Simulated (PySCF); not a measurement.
**BrF (bromine fluoride): r2SCAN/cc-pVTZ**

Aim: the vertical ionisation energy of BrF (bromine fluoride) at r2SCAN/cc-pVTZ, from 2 runs. The job is set up through a Python script.

The results are computed with PySCF 2.14.0.

7 further runs of the same task are left out: 7 set aside as unsound or not needed.

### 1 The structure to begin with

BrF: 2 atoms, total charge 0, spin state singlet. As SMILES, `FBr`. The coordinates come from a GFN2-xTB relaxation.

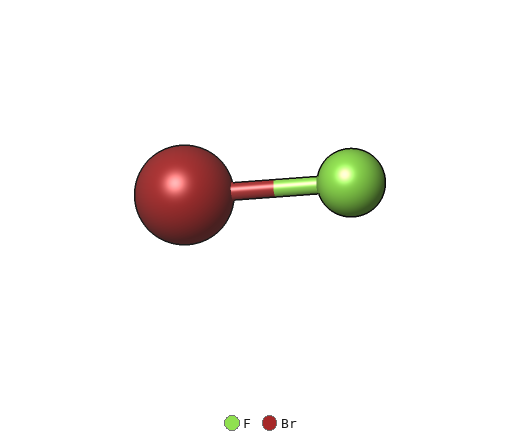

The structure, seen from a chosen angle (fluorine green, bromine red).

### 2 The energy at r2SCAN/cc-pVTZ

The input, input.py:

```python
from pyscf import gto, dft

system = gto.Mole()
system.atom = '''
F      0.000000     0.000000     0.000000
Br     0.000000     0.000000     3.401394
'''
system.basis = 'cc-pvtz'
system.verbose = 3
system.max_memory = 1860
system.unit = 'bohr'
system.spin = 0
system.build()

ks = dft.RKS(system, xc='r2scan')
ks.conv_tol = 1e-10
ks.grids.level = 5
ks.kernel()
if not ks.converged:
    ks = ks.newton().run(ks.mo_coeff, ks.mo_occ)

e_tot = ks.e_tot
print('E(%s) = %.9f' % ('R2SCAN', e_tot))
```

Command:

```
OMP_NUM_THREADS=1 python input.py
```

The program printed:

```text
converged SCF energy = -2673.95871469617
E(R2SCAN) = -2673.958714696
```

It took 5.7 s on 1 thread of Intel Xeon 6975P-C (Granite Rapids), shared host; peak memory 0.37 GiB.

### 3 The doublet cation at the same level

The input, input.py:

```python
from pyscf import gto, dft

mol = gto.M(
    atom='''
F      0.000000     0.000000     0.000000
Br     0.000000     0.000000     1.799940
''',
    basis='cc-pvtz',
    charge=1,
    max_memory=1860,
    spin=1,
    verbose=4,
)

mf = dft.UKS(mol)
mf.xc = 'r2scan'
mf.grids.level = 5
mf.conv_tol = 1e-10
mf.kernel()
if not mf.converged:
    mf = mf.newton().run(mf.mo_coeff, mf.mo_occ)

energy = mf.e_tot
print(f'total energy: {energy:.8f} hartree')
```

Command:

```
OMP_NUM_THREADS=1 python input.py
```

The program printed:

```text
PySCF version 2.14.0

[INPUT] num. atoms = 2
[INPUT] num. electrons = 43
[INPUT] charge = 1
[INPUT] spin (= nelec alpha-beta = 2S) = 1
[INPUT] symmetry False subgroup None
[INPUT] Mole.unit = angstrom
[INPUT] Symbol           X                Y                Z      unit          X                Y                Z       unit  Magmom
[INPUT]  1 F      0.000000000000   0.000000000000   0.000000000000 AA    0.000000000000   0.000000000000   0.000000000000 Bohr   0.0
[INPUT]  2 Br     0.000000000000   0.000000000000   1.799940000000 AA    0.000000000000   0.000000000000   3.401393640650 Bohr   0.0

nuclear repulsion = 92.6090988809627
number of shells = 19
number of NR pGTOs = 153
number of NR cGTOs = 73
basis = cc-pvtz
ecp = {}

******** <class 'pyscf.dft.uks.UKS'> ********
method = UKS
initial guess = minao
damping factor = 0
level_shift factor = 0
DIIS = <class 'pyscf.scf.diis.CDIIS'>
diis_start_cycle = 1
diis_space = 8
diis_damp = 0
SCF conv_tol = 1e-10
SCF conv_tol_grad = None
SCF max_cycles = 50
direct_scf = True
direct_scf_tol = 1e-13
number electrons alpha = 22  beta = 21
XC library pyscf.dft.libxc version 7.0.0
    S. Lehtola, C. Steigemann, M. J.T. Oliveira, and M. A.L. Marques.,  SoftwareX 7, 1–5 (2018)
XC functionals = r2scan
    J. W. Furness, A. D. Kaplan, J. Ning, J. P. Perdew, and J. Sun.,  J. Phys. Chem. Lett. 11, 8208-8215 (2020)
    J. W. Furness, A. D. Kaplan, J. Ning, J. P. Perdew, and J. Sun.,  J. Phys. Chem. Lett. 11, 9248-9248 (2020)
    J. W. Furness, A. D. Kaplan, J. Ning, J. P. Perdew, and J. Sun.,  J. Phys. Chem. Lett. 11, 8208-8215 (2020)
    J. W. Furness, A. D. Kaplan, J. Ning, J. P. Perdew, and J. Sun.,  J. Phys. Chem. Lett. 11, 9248-9248 (2020)
radial grids:
    Treutler-Ahlrichs [JCP 102, 346 (1995); DOI:10.1063/1.469408] (M4) radial grids

becke partition: Becke, JCP 88, 2547 (1988); DOI:10.1063/1.454033
pruning grids: <function nwchem_prune>
grids dens level: 5
symmetrized grids: False
atomic radii adjust function: <function treutler_atomic_radii_adjust>
small_rho_cutoff = 0
Set gradient conv threshold to 1e-05
tot grids = 88616
init E= -2673.01965257944
[... the frontier-level lines of each cycle are left out ...]



cycle= 1 E= -2673.40370275966  delta_E= -0.384  |g|= 0.525  |ddm|= 1.01



cycle= 2 E= -2672.0642616178  delta_E= 1.34  |g|= 1.76  |ddm|= 1.13
cycle= 3 E= -2673.49849614396  delta_E= -1.43  |g|= 0.275  |ddm|= 0.932
cycle= 4 E= -2673.52371525172  delta_E= -0.0252  |g|= 0.028  |ddm|= 0.136
cycle= 5 E= -2673.52394063275  delta_E= -0.000225  |g|= 0.00375  |ddm|= 0.0177
cycle= 6 E= -2673.52394832313  delta_E= -7.69e-06  |g|= 0.00251  |ddm|= 0.00451
cycle= 7 E= -2673.52394902561  delta_E= -7.02e-07  |g|= 0.00192  |ddm|= 0.00146
cycle= 8 E= -2673.52395059714  delta_E= -1.57e-06  |g|= 0.000531  |ddm|= 0.000844
cycle= 9 E= -2673.52395071908  delta_E= -1.22e-07  |g|= 0.0001  |ddm|= 0.000358
cycle= 10 E= -2673.52395072431  delta_E= -5.23e-09  |g|= 2.29e-05  |ddm|= 6.32e-05
cycle= 11 E= -2673.5239507252  delta_E= -8.89e-10  |g|= 1.22e-05  |ddm|= 5.97e-05
cycle= 12 E= -2673.52395072535  delta_E= -1.44e-10  |g|= 3.33e-06  |ddm|= 2.98e-05
cycle= 13 E= -2673.52395072538  delta_E= -3.14e-11  |g|= 2.73e-06  |ddm|= 1.7e-05
Extra cycle  E= -2673.52395072541  delta_E= -3.23e-11  |g|= 3.25e-06  |ddm|= 1.76e-05
converged SCF energy = -2673.52395072541  <S^2> = 0.75372251  2S+1 = 2.0037191
total energy: -2673.52395073 hartree
```

Run time: 13 s. Hardware: 1 thread of Intel Xeon 6975P-C (Granite Rapids), shared host; peak memory 0.38 GiB.

### 4 Results

Level: r2SCAN/cc-pVTZ.

| quantity | value |
| --- | --- |
| singlet BrF: total energy | -2673.95871 Eh |
| singlet BrF: dipole moment | 1.38 D |
| singlet BrF: HOMO energy | -7.79 eV |
| singlet BrF: LUMO energy | -4.69 eV |
| singlet BrF: HOMO–LUMO gap | 3.10 eV |
| doublet cation: total energy | -2673.52395 Eh |
| doublet cation: HOMO energy (highest over α and β) | -16.42 eV |
| doublet cation: LUMO energy (lowest over α and β) | -15.73 eV |
| doublet cation: ⟨S²⟩ | 0.754 |
| vertical ionisation energy (to the doublet cation) | 11.831 eV |

What this shows: The vertical ionisation energy comes to 11.83 eV (1141 kJ/mol). −ε(HOMO) before ionisation, 7.79 eV, is 4.04 eV below this ionisation energy.
